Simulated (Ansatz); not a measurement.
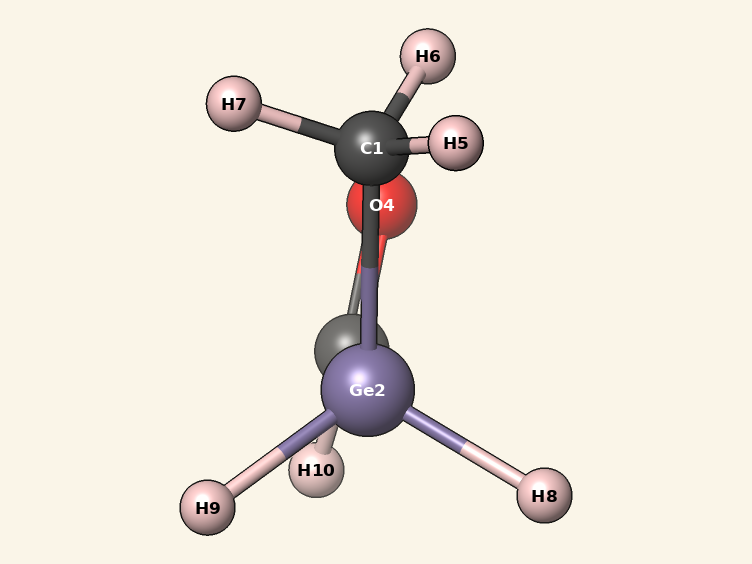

C3 lies behind Ge2. The molecule seen nearly along the Ge2–C3 bond, Ge2 in front. Atoms fade into the background with distance from the viewer. The computed structure is the end point of a PBE-D4/def2-SVP optimisation. No frequency run is at hand to confirm it as a minimum.

> What is the torsion angle C1–Ge2–C3–O4? The sign is positive where the front bond must turn clockwise to cover the back bond.

14°, synperiplanar (eclipsed).
